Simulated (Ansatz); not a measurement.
# A frame of liquid acetonitrile from 298 K (186 atoms): geometry optimisation, part 2 of 3

Aim: bring a frame of liquid acetonitrile from 298 K (186 atoms) to a nearby minimum of the energy and see what moves.

Ansatz 0.2.0; Kohn-Sham DFT, PBE+D4, PAW (set soft_2), plane waves.

The cell: 62 C, 31 N and 93 H. The network of contacts between molecules at the start is that of the classical potential that made the cell. Only the Γ point is sampled, in a cell whose shortest periodic width is 14 Å.

So far. Step 2 (Single point at the start): Neighbours are counted within 1.34 Å (H-C), 1.85 Å (C-C), 1.62 Å (C-N).

### 3. Relaxation

With the cell held, the atoms are moved downhill towards a nearby minimum.

The input, input.yaml:

```yaml
crystal:
  lattice:
    - [13.92888, 0.0, 0.0]
    - [0.0, 13.92888, 0.0]
    - [0.0, 0.0, 13.92888]
  atoms:
    [... the 186 atom lines of step 2 ...]
kpoints:
  mp_grid: { grid: [1, 1, 1] }
hamiltonian:
  xc: pbe
  dispersion: d4
scf:
  occupations: { method: gaussian, width: 0.025 }
output:
  forces: true
relax:
  f_tol: 0.03
  max_steps: 200
```

Launch:

```bash
> ansatz run input.yaml --threads 4 --pin off --max-ram 8192MiB --backend cpu --events-out ev --progress --plain --runs-dir out
```

Numbers of over 12 decimals in the logs are rounded to 6 here.

The log of the run:

```text
[...]
Crystal: 186 atoms, lattice volume = 2702.394 Å³
Basis set: ecut = 420 eV, 52635 PW (Γ), exchange–correlation on 192×192×192 points (8 copies of the dense FFT grid, shifted against one another)
Bands: 434, of which v1, the nominal top of the filled ones, is band 248 counted from 1 (247 counted from 0)
Symmetry: 1 space group operations
[...]
k-points: 1
[...]
SCF iter   1: F=—  HF=-28938.477007 eV  |F-HF|=—  |Δ(HF+E_count)|=         —  Δρ=3.41e-3  dr2=4.86e-1  ethr=1.77e-3  ⟨swp⟩=6.0  Hψ=1966  notcnv=0  defer=71
[...]
SCF iter   8: F=-28938.525774 eV  HF=-28938.525791 eV  |F-HF|=1.65e-5  |Δ(HF+E_count)|=   1.73e-6  Δρ=2.42e-5  dr2=2.01e-5  ethr=4.54e-9  ⟨swp⟩=4.0  Hψ=997  notcnv=0
SCF 1 converged in 8 iterations: F = -28938.525774 eV  dr2 = 2.01e-5
[...]
relax step   1: F+E_penalty+E_count = -28938.52577444 eV  Δ(F+E_penalty+E_count) = +0.000e0 eV  max|allowed force component| = 4.194e0 eV/Å  Δτ_max = 0.0000 Å  (8 SCF iters, dr2 threshold 2.25e-5 eV, accepted)
[...]
relax step   2: F+E_penalty+E_count = -28943.40151661 eV  Δ(F+E_penalty+E_count) = -4.876e0 eV  max|allowed force component| = 1.367e0 eV/Å  Δτ_max = 0.1949 Å  (7 SCF iters, dr2 threshold 1.00e-4 eV, accepted)
[...]
relax step   3: F+E_penalty+E_count = -28944.41530824 eV  Δ(F+E_penalty+E_count) = -1.014e0 eV  max|allowed force component| = 5.771e-1 eV/Å  Δτ_max = 0.1937 Å  (8 SCF iters, dr2 threshold 1.00e-4 eV, accepted)
relax step   4: F+E_penalty+E_count = -28944.89883516 eV  Δ(F+E_penalty+E_count) = -4.835e-1 eV  max|allowed force component| = 3.127e-1 eV/Å  Δτ_max = 0.2000 Å  (8 SCF iters, dr2 threshold 3.54e-5 eV, accepted)
relax step   5: F+E_penalty+E_count = -28945.20360115 eV  Δ(F+E_penalty+E_count) = -3.048e-1 eV  max|allowed force component| = 2.727e-1 eV/Å  Δτ_max = 0.1944 Å  (8 SCF iters, dr2 threshold 1.74e-5 eV, accepted)
relax step   6: F+E_penalty+E_count = -28945.38720506 eV  Δ(F+E_penalty+E_count) = -1.836e-1 eV  max|allowed force component| = 3.158e-1 eV/Å  Δτ_max = 0.1984 Å  (8 SCF iters, dr2 threshold 2.18e-5 eV, accepted)
relax step   7: F+E_penalty+E_count = -28945.51353004 eV  Δ(F+E_penalty+E_count) = -1.263e-1 eV  max|allowed force component| = 3.509e-1 eV/Å  Δτ_max = 0.1950 Å  (7 SCF iters, dr2 threshold 7.59e-5 eV, accepted)
relax step   8: F+E_penalty+E_count = -28945.63814526 eV  Δ(F+E_penalty+E_count) = -1.246e-1 eV  max|allowed force component| = 3.761e-1 eV/Å  Δτ_max = 0.1912 Å  (7 SCF iters, dr2 threshold 1.00e-4 eV, accepted)
relax step   9: F+E_penalty+E_count = -28945.73109762 eV  Δ(F+E_penalty+E_count) = -9.295e-2 eV  max|allowed force component| = 4.176e-1 eV/Å  Δτ_max = 0.1902 Å  (7 SCF iters, dr2 threshold 1.00e-4 eV, accepted)
[...]
relax step  10: F+E_penalty+E_count = -28945.79633843 eV  Δ(F+E_penalty+E_count) = -6.524e-2 eV  max|allowed force component| = 5.429e-1 eV/Å  Δτ_max = 0.1763 Å  (7 SCF iters, dr2 threshold 1.00e-4 eV, accepted)
relax step  11: F+E_penalty+E_count = -28945.86171336 eV  Δ(F+E_penalty+E_count) = -6.537e-2 eV  max|allowed force component| = 3.789e-1 eV/Å  Δτ_max = 0.0957 Å  (7 SCF iters, dr2 threshold 1.00e-4 eV, accepted)
relax step  12: F+E_penalty+E_count = -28945.93336223 eV  Δ(F+E_penalty+E_count) = -7.165e-2 eV  max|allowed force component| = 4.236e-1 eV/Å  Δτ_max = 0.1950 Å  (7 SCF iters, dr2 threshold 7.00e-5 eV, accepted)
relax step  13: F+E_penalty+E_count = -28945.96620779 eV  Δ(F+E_penalty+E_count) = -3.285e-2 eV  max|allowed force component| = 5.644e-1 eV/Å  Δτ_max = 0.1794 Å  (7 SCF iters, dr2 threshold 8.74e-5 eV, accepted)
relax step  14: F+E_penalty+E_count = -28946.01347656 eV  Δ(F+E_penalty+E_count) = -4.727e-2 eV  max|allowed force component| = 4.202e-1 eV/Å  Δτ_max = 0.1541 Å  (6 SCF iters, dr2 threshold 1.00e-4 eV, accepted)
relax step  15: F+E_penalty+E_count = -28946.06123545 eV  Δ(F+E_penalty+E_count) = -4.776e-2 eV  max|allowed force component| = 1.071e-1 eV/Å  Δτ_max = 0.1485 Å  (6 SCF iters, dr2 threshold 9.79e-5 eV, accepted)
relax step  16: F+E_penalty+E_count = -28946.09167475 eV  Δ(F+E_penalty+E_count) = -3.044e-2 eV  max|allowed force component| = 3.491e-1 eV/Å  Δτ_max = 0.1956 Å  (11 SCF iters, accepted)
relax step  17: F+E_penalty+E_count = -28946.11362782 eV  Δ(F+E_penalty+E_count) = -2.195e-2 eV  max|allowed force component| = 3.439e-1 eV/Å  Δτ_max = 0.0966 Å  (7 SCF iters, dr2 threshold 7.92e-6 eV, accepted)
[...]
relax step  18: F+E_penalty+E_count = -28946.14285535 eV  Δ(F+E_penalty+E_count) = -2.923e-2 eV  max|allowed force component| = 2.638e-1 eV/Å  Δτ_max = 0.1951 Å  (7 SCF iters, dr2 threshold 1.00e-4 eV, accepted)
relax step  19: F+E_penalty+E_count = -28946.15919900 eV  Δ(F+E_penalty+E_count) = -1.634e-2 eV  max|allowed force component| = 2.914e-1 eV/Å  Δτ_max = 0.1553 Å  (7 SCF iters, dr2 threshold 4.10e-5 eV, accepted)
[...]
relax step  33: F+E_penalty+E_count = -28946.30051200 eV  Δ(F+E_penalty+E_count) = -1.507e-7 eV  max|allowed force component| = 5.851e-3 eV/Å  Δτ_max = 0.0000 Å  (4 SCF iters, accepted)
relax step  34: F+E_penalty+E_count = -28946.30749960 eV  Δ(F+E_penalty+E_count) = -6.988e-3 eV  max|allowed force component| = 5.973e-2 eV/Å  Δτ_max = 0.1125 Å  (11 SCF iters, accepted)
relax step  35: F+E_penalty+E_count = -28946.30718485 eV  Δ(F+E_penalty+E_count) = +3.147e-4 eV  max|allowed force component| = 2.734e-1 eV/Å  Δτ_max = 0.1997 Å  (9 SCF iters, dr2 threshold 3.57e-6 eV, rejected (line search))
relax step  36: F+E_penalty+E_count = -28946.31315109 eV  Δ(F+E_penalty+E_count) = -5.651e-3 eV  max|allowed force component| = 7.592e-2 eV/Å  Δτ_max = 0.0966 Å  (10 SCF iters, accepted)
[...]
relax step  40: F+E_penalty+E_count = -28946.32384243 eV  Δ(F+E_penalty+E_count) = +1.718e-4 eV  max|allowed force component| = 4.880e-1 eV/Å  Δτ_max = 0.1968 Å  (7 SCF iters, dr2 threshold 6.65e-5 eV, rejected (line search))
relax step  41: F+E_penalty+E_count = -28946.32401480 eV  Δ(F+E_penalty+E_count) = -5.806e-7 eV  max|allowed force component| = 2.577e-1 eV/Å  Δτ_max = 0.0000 Å  (10 SCF iters, accepted)
relax step  42: F+E_penalty+E_count = -28946.32369247 eV  Δ(F+E_penalty+E_count) = +3.223e-4 eV  max|allowed force component| = 4.858e-1 eV/Å  Δτ_max = 0.1973 Å  (7 SCF iters, dr2 threshold 6.64e-5 eV, rejected (line search))
relax step  43: F+E_penalty+E_count = -28946.33330649 eV  Δ(F+E_penalty+E_count) = -9.292e-3 eV  max|allowed force component| = 1.733e-1 eV/Å  Δτ_max = 0.0975 Å  (9 SCF iters, accepted)
[...]
relax step  47: F+E_penalty+E_count = -28946.35057629 eV  Δ(F+E_penalty+E_count) = -4.526e-3 eV  max|allowed force component| = 5.852e-2 eV/Å  Δτ_max = 0.0767 Å  (7 SCF iters, dr2 threshold 1.02e-5 eV, accepted)
relax step  48: F+E_penalty+E_count = -28946.35761487 eV  Δ(F+E_penalty+E_count) = -7.039e-3 eV  max|allowed force component| = 1.827e-1 eV/Å  Δτ_max = 0.1804 Å  (10 SCF iters, accepted)
relax step  49: F+E_penalty+E_count = -28946.36126783 eV  Δ(F+E_penalty+E_count) = -3.653e-3 eV  max|allowed force component| = 2.808e-1 eV/Å  Δτ_max = 0.1217 Å  (8 SCF iters, dr2 threshold 6.28e-6 eV, accepted)
relax step  50: F+E_penalty+E_count = -28946.36680705 eV  Δ(F+E_penalty+E_count) = -5.539e-3 eV  max|allowed force component| = 2.198e-1 eV/Å  Δτ_max = 0.0810 Å  (5 SCF iters, dr2 threshold 7.89e-5 eV, accepted)
relax step  51: F+E_penalty+E_count = -28946.37136973 eV  Δ(F+E_penalty+E_count) = -4.563e-3 eV  max|allowed force component| = 1.401e-1 eV/Å  Δτ_max = 0.0425 Å  (5 SCF iters, dr2 threshold 2.96e-5 eV, accepted)
relax step  52: F+E_penalty+E_count = -28946.37417928 eV  Δ(F+E_penalty+E_count) = -2.810e-3 eV  max|allowed force component| = 4.503e-2 eV/Å  Δτ_max = 0.0373 Å  (6 SCF iters, dr2 threshold 7.98e-6 eV, accepted)
relax step  53: F+E_penalty+E_count = -28946.37745362 eV  Δ(F+E_penalty+E_count) = -3.274e-3 eV  max|allowed force component| = 5.124e-2 eV/Å  Δτ_max = 0.0741 Å  (10 SCF iters, accepted)
relax step  54: F+E_penalty+E_count = -28946.37775896 eV  Δ(F+E_penalty+E_count) = -3.053e-4 eV  max|allowed force component| = 1.782e-1 eV/Å  Δτ_max = 0.1546 Å  (10 SCF iters, accepted)
relax step  55: F+E_penalty+E_count = -28946.38128753 eV  Δ(F+E_penalty+E_count) = -3.529e-3 eV  max|allowed force component| = 6.370e-2 eV/Å  Δτ_max = 0.0578 Å  (6 SCF iters, dr2 threshold 3.18e-5 eV, accepted)
relax step  56: F+E_penalty+E_count = -28946.38299988 eV  Δ(F+E_penalty+E_count) = -1.712e-3 eV  max|allowed force component| = 3.898e-2 eV/Å  Δτ_max = 0.0475 Å  (8 SCF iters, accepted)
relax step  57: F+E_penalty+E_count = -28946.38360556 eV  Δ(F+E_penalty+E_count) = -6.057e-4 eV  max|allowed force component| = 2.253e-1 eV/Å  Δτ_max = 0.1635 Å  (10 SCF iters, accepted)
relax step  58: F+E_penalty+E_count = -28946.38641406 eV  Δ(F+E_penalty+E_count) = -2.808e-3 eV  max|allowed force component| = 1.276e-1 eV/Å  Δτ_max = 0.0433 Å  (5 SCF iters, dr2 threshold 1.90e-5 eV, accepted)
relax step  59: F+E_penalty+E_count = -28946.38941397 eV  Δ(F+E_penalty+E_count) = -3.000e-3 eV  max|allowed force component| = 2.580e-2 eV/Å  Δτ_max = 0.0698 Å  (7 SCF iters, dr2 threshold 5.22e-6 eV, accepted)
[...]
relax step  60: F+E_penalty+E_count = -28946.38941396 eV  Δ(F+E_penalty+E_count) = +7.156e-9 eV  max|allowed force component| = 2.575e-2 eV/Å  Δτ_max = 0.0000 Å  (3 SCF iters, accepted)
SCF converged after 3 iterations
Free energy (F): -28946.389414 eV
[...]
Internal energy: -28946.389414 eV  (E = F + TS)
E sigma→0 (E₀):  -28946.389414 eV
Fermi energy:    -0.616056 eV
[...]
--- Forces (eV/Å), atoms counted from 1 ---
  atom   1  C      0.00014604     0.00331676    -0.00315132
  atom   2  C      0.00097753    -0.00053830     0.00008309
  atom   3  N      0.00032170    -0.00039839     0.00057666
  atom   4  H      0.00077603     0.00021316    -0.00005101
  atom   5  H      0.00128112    -0.00311062     0.00089100
  atom   6  H     -0.00190095    -0.00113437     0.00105938
  atom   7  C      0.00104707     0.00207967     0.00062209
  atom   8  C     -0.00143339    -0.00501473    -0.00136164
  atom   9  N     -0.00251655     0.00085450    -0.00016217
  atom  10  H     -0.00055516     0.00141321     0.00064570
  atom  11  H     -0.00140061     0.00085650     0.00060241
  atom  12  H      0.00151822    -0.00053688    -0.00256213
  atom  13  C      0.00471622     0.00345701     0.00175878
  atom  14  C      0.00319344    -0.00434155     0.00333017
[...]
atom 185  H     -0.00009369     0.00204499    -0.00085874
  atom 186  H     -0.00045480    -0.00124376    -0.00013191
  max |Σ_I F_I| component: 2.06e-4 eV/Å
--- Relaxed structure (60 steps of the walk, 57 accepted, 0 SCFs on fresh bases) ---
  F+E_penalty+E_count = -28946.38941396 eV   max|allowed force component| = 2.575e-2 eV/Å
  atoms:
    - { symbol: C, position: [0.510685, 0.690100, 0.638283] }
    - { symbol: C, position: [0.551115, 0.758129, 0.705898] }
    - { symbol: N, position: [0.582825, 0.812422, 0.760783] }
    - { symbol: H, position: [0.511727, 0.719754, 0.565225] }
[...]
- { symbol: H, position: [0.643879, 0.076579, 0.622484] }
```

Wall time 7.1 min (4 threads of AMD EPYC 9R45, shared host); peak memory 3.4 GiB.

Step by step (22 of 60):

| step | energy less that of the first step (eV) | largest force component (eV/Å) |
| --- | --- | --- |
| 1 | 0.0000 | 4.1942 |
| 4 | -6.3731 | 0.3127 |
| 7 | -6.9878 | 0.3509 |
| 9 | -7.2053 | 0.4176 |
| 12 | -7.4076 | 0.4236 |
| 15 | -7.5355 | 0.1071 |
| 18 | -7.6171 | 0.2638 |
| 21 | -7.6687 | 0.1858 |
| 23 | -7.6866 | 0.0228 |
| 26 | -7.7321 | 0.1135 |
| 29 | -7.7548 | 0.1533 |
| 32 | -7.7747 | 0.0056 |
| 35 | -7.7814 | 0.2734 |
| 38 | -7.7949 | 0.2215 |
| 40 | -7.7981 | 0.4880 |
| 43 | -7.8075 | 0.1733 |
| 46 | -7.8203 | 0.1350 |
| 49 | -7.8355 | 0.2808 |
| 52 | -7.8484 | 0.0450 |
| 54 | -7.8520 | 0.1782 |
| 57 | -7.8578 | 0.2253 |
| 60 | -7.8636 | 0.0257 |

Relaxation steps 35, 40, 42 were tried and not accepted.

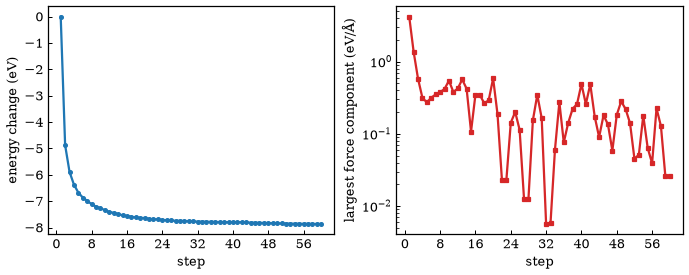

Energy and largest force along the relaxation.

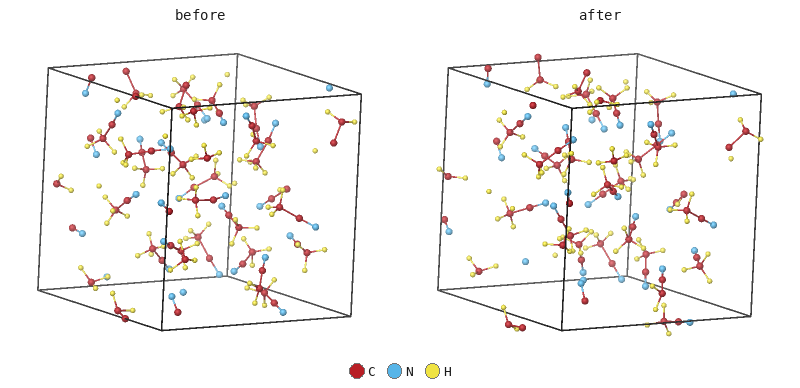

Before and after, at one scale. Bonds to atoms that aren't drawn are left out.

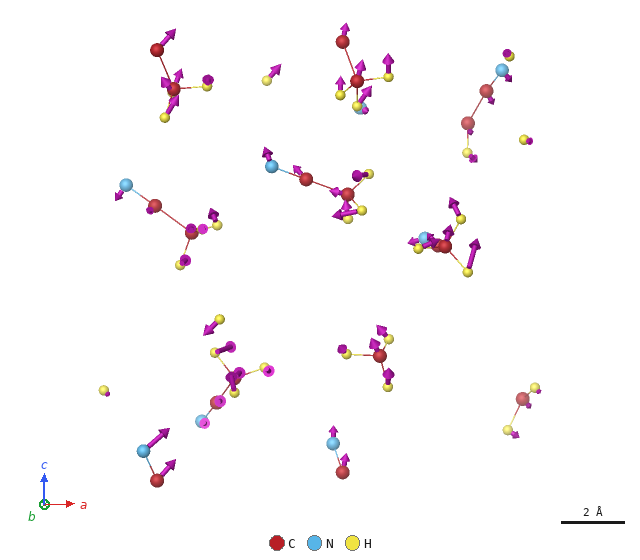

Displacements in the relaxation, scaled; the longest in the cell stands for 2.61 Å. Drawn is a slice 4 Å thick, seen along the normal of the ac plane. Bonds to atoms that aren't drawn are left out.

The atoms that moved most (Å):

| atom | dx | dy | dz | length |
| --- | --- | --- | --- | --- |
| H149 | 1.322 | 2.237 | 0.227 | 2.609 |
| N93 | -1.251 | -0.026 | 2.000 | 2.359 |
| H162 | 0.584 | -0.252 | -2.198 | 2.289 |
| H60 | 0.623 | 1.234 | 1.822 | 2.288 |
| H136 | -1.105 | -1.234 | 1.512 | 2.243 |
| H148 | -0.103 | 1.860 | 1.018 | 2.123 |
| N135 | -1.479 | -1.477 | -0.056 | 2.091 |
| H11 | -1.027 | -1.647 | -0.005 | 1.941 |

The relaxation changed the energy by -42.3 meV/atom, and atoms moved by 1.1 Å r.m.s., 2.6 Å at most.

### 4. Distances and neighbours after relaxation

Bonds before and after, by the cutoffs listed below:

| pair | bonds before | bonds after | mean before (Å) | mean after (Å) | spread before (Å) | spread after (Å) |
| --- | --- | --- | --- | --- | --- | --- |
| H-C | 93 | 93 | 1.098 | 1.098 | 0.028 | 0.001 |
| C-C | 31 | 31 | 1.454 | 1.449 | 0.025 | 0.001 |
| C-N | 31 | 31 | 1.158 | 1.163 | 0.018 | 0.000 |

Density 0.782 g/cm³, 14.53 Å³ an atom.

Pair distribution functions g(r), in bins of 0.2 Å:

| r (Å) | total | H-H | H-C | H-N | C-C | C-N | N-N |
| --- | --- | --- | --- | --- | --- | --- | --- |
| 1.00 | 4.84 | 0.00 | 14.50 | 0.00 | 0.00 | 0.00 | 0.00 |
| 1.20 | 1.54 | 0.00 | 0.44 | 0.00 | 0.00 | 12.55 | 0.00 |
| 1.40 | 0.95 | 0.00 | 0.00 | 0.00 | 8.55 | 0.00 | 0.00 |
| 1.60 | 0.00 | 0.00 | 0.00 | 0.00 | 0.00 | 0.00 | 0.00 |
| 1.80 | 1.83 | 7.32 | 0.00 | 0.00 | 0.00 | 0.00 | 0.00 |
| 2.00 | 1.05 | 0.00 | 3.16 | 0.00 | 0.00 | 0.00 | 0.00 |
| 2.20 | 0.28 | 0.00 | 0.82 | 0.00 | 0.00 | 0.00 | 0.00 |
| 2.40 | 0.25 | 0.00 | 0.00 | 1.52 | 0.00 | 0.00 | 0.00 |
| 2.60 | 0.61 | 0.18 | 0.00 | 1.72 | 0.00 | 2.52 | 0.00 |
| 2.80 | 0.34 | 0.44 | 0.12 | 1.18 | 0.00 | 0.00 | 0.00 |
| 3.00 | 0.49 | 0.75 | 0.45 | 0.92 | 0.00 | 0.00 | 0.00 |
| 3.20 | 1.19 | 0.99 | 0.70 | 4.26 | 0.00 | 0.00 | 0.00 |
| 3.40 | 0.84 | 0.62 | 1.06 | 0.78 | 0.14 | 1.66 | 0.00 |
| 3.60 | 1.16 | 0.67 | 1.23 | 0.85 | 0.85 | 2.90 | 0.50 |
| 3.80 | 1.13 | 0.55 | 1.06 | 1.08 | 1.42 | 2.39 | 1.23 |
| 4.00 | 1.23 | 0.93 | 0.97 | 1.82 | 1.68 | 1.29 | 1.67 |
| 4.20 | 1.16 | 1.14 | 1.03 | 1.40 | 1.41 | 0.96 | 1.13 |
| 4.40 | 1.04 | 1.11 | 1.06 | 1.00 | 1.25 | 0.67 | 1.26 |
| 4.60 | 1.14 | 1.31 | 1.21 | 0.69 | 1.59 | 0.75 | 1.16 |
| 4.80 | 1.12 | 1.24 | 1.29 | 0.64 | 1.36 | 0.75 | 1.66 |
| 5.00 | 1.11 | 1.21 | 1.35 | 0.59 | 1.36 | 0.65 | 1.34 |
| 5.20 | 0.95 | 1.01 | 1.20 | 0.38 | 1.11 | 0.64 | 1.32 |
| 5.40 | 0.94 | 1.29 | 0.89 | 0.54 | 0.94 | 0.77 | 1.60 |
| 5.60 | 0.94 | 1.21 | 0.89 | 0.73 | 1.04 | 0.73 | 1.00 |
| 5.80 | 0.89 | 0.89 | 0.96 | 0.77 | 0.86 | 0.88 | 0.99 |
| 6.00 | 0.96 | 1.07 | 0.84 | 0.92 | 1.10 | 0.90 | 1.25 |
| 6.20 | 0.99 | 1.04 | 1.06 | 1.02 | 0.76 | 0.83 | 1.00 |
| 6.40 | 0.97 | 1.03 | 0.99 | 0.97 | 0.72 | 1.02 | 0.88 |

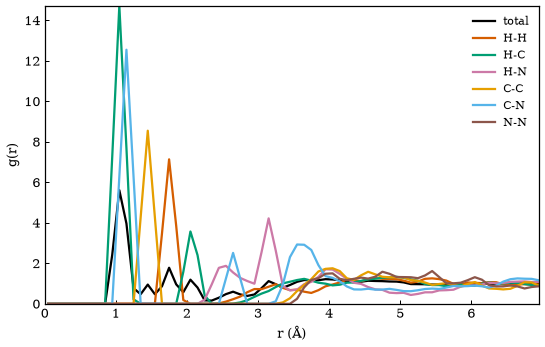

Pair distribution functions, lightly smoothed, with peaks cut at 14.

Bonds by pair of elements; cutoffs follow the first minimum of g(r), held within bounds set by covalent radii, and pairs that aren't listed don't count as bonded:

| pair A-B | cutoff (Å) | bonds | mean length (Å) | spread (Å) | shortest (Å) | B about A | A about B |
| --- | --- | --- | --- | --- | --- | --- | --- |
| H-C | 1.34 | 93 | 1.10 | 0.001 | 1.10 | 1 | 1.5 |
| C-C | 1.82 | 31 | 1.45 | 0.001 | 1.45 | 1 | 1 |
| C-N | 1.62 | 31 | 1.16 | 0 | 1.16 | 0.5 | 1 |

How many atoms have how many bonded neighbours:

| element | mean | 1 | 2 | 4 |
| --- | --- | --- | --- | --- |
| C | 3 | 0 | 31 | 31 |
| H | 1 | 93 | 0 | 0 |
| N | 1 | 31 | 0 | 0 |

Bond angles, per cent of each kind in bins of 5°:

| angle (°) | H-C-H | C-C-H | C-C-N |
| --- | --- | --- | --- |
| 105–110 | 93.5 | 60.2 | 0.0 |
| 110–115 | 6.5 | 39.8 | 0.0 |
| 115–120 | 0.0 | 0.0 | 0.0 |
| 120–125 | 0.0 | 0.0 | 0.0 |
| 125–130 | 0.0 | 0.0 | 0.0 |
| 130–135 | 0.0 | 0.0 | 0.0 |
| 135–140 | 0.0 | 0.0 | 0.0 |
| 140–145 | 0.0 | 0.0 | 0.0 |
| 145–150 | 0.0 | 0.0 | 0.0 |
| 150–155 | 0.0 | 0.0 | 0.0 |
| 155–160 | 0.0 | 0.0 | 0.0 |
| 160–165 | 0.0 | 0.0 | 0.0 |
| 165–170 | 0.0 | 0.0 | 0.0 |
| 170–175 | 0.0 | 0.0 | 0.0 |
| 175–180 | 0.0 | 0.0 | 100.0 |

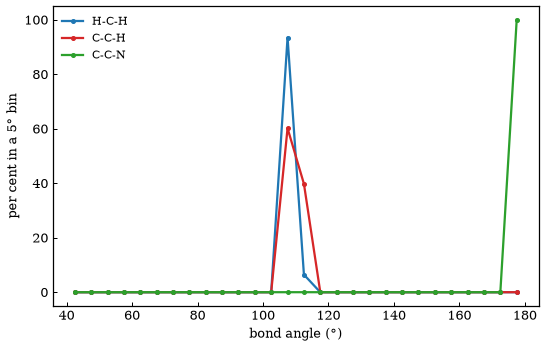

Distributions of the most common bond angles.

Bond angles (no mean is given where the spread exceeds 20°):

| angle | count | mean (°) | spread (°) |
| --- | --- | --- | --- |
| H-C-H | 93 | 109 | 0.6 |
| C-C-H | 93 | 110 | 0.6 |
| C-C-N | 31 | 179 | 0.3 |

Bond length by coordination (bonds to H left out):

| element | coordination | atoms | mean bond length (Å) |
| --- | --- | --- | --- |
| C | 2 | 31 | 1.31 |
| C | 4 | 31 | 1.45 |

With the cutoffs above, 50 % of C atoms have 2 and as many 4, all H atoms have 1 and all N atoms have 1 bonded neighbour. The H-C-H angle averages 109° with a spread of 0.6°.

(Continued in part 3 of 3.)

[Logs are printed without paths, hosts, clocks, repeated set-up lines and the standing remarks that a program may print on its own settings, such as how far it seeks lower states.]

[Hosts, paths, dates, database ids (printed as entryN), source tags and the programs' standing remarks are cut or masked in the printed files.]
